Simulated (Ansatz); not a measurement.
```xyz
6

C    -0.9755   -1.7643    1.3973
Cu   -1.6288   -3.4807   -0.3794
F    -2.3739   -1.7181    1.0135
O    -0.3554   -2.7125    0.7174
H    -1.0122   -1.9311    2.4973
H    -0.6137   -0.7323    1.1893
```

Geometry: PBE0-D3(BJ)/def2-SVP.

Level of theory: isolated molecule in a Gaussian basis; Kohn-Sham density functional theory, functional PBE0 in Ansatz 0.2.0.

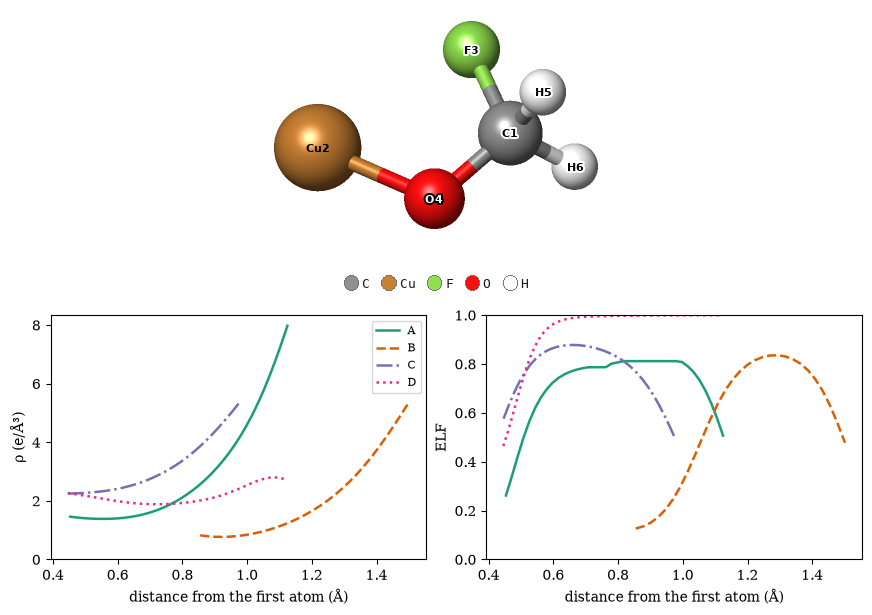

CH2CuFO (SMILES FC[O][Cu]). Total electron density and electron localisation function along straight lines between neighbouring atoms. The curves leave out the atomic cores. The structure is drawn too.

Q: Which curve belongs to which contact (Cu–O, C–F, C–H and C–O)? The first atom named is at distance zero.

A: Curve A: C–F (1.45 Å): the density is about 1.7 e/Å³ at the midpoint, with its minimum of 1.4 e/Å³ about 0.6 Å from C; the ELF peaks at about 0.80 between the atoms: a shared but strongly polarised pair. Curve B: Cu–O (1.85 Å): the density is about 0.77 e/Å³ at the midpoint; the ELF peaks at about 0.85 in the valence shell of O, 0.6 Å from its nucleus, and is about 0.15 at the midpoint. Curve C: C–O (1.32 Å): the density is about 2.6 e/Å³ at the midpoint; the ELF peaks at about 0.90 between the atoms: a shared but strongly polarised pair. Curve D: C–H (1.11 Å): ρ is about 2.1 e/Å³ halfway; the ELF climbs to about 1 towards the hydrogen, as it does in any bond to H (a covalent bond by its length).
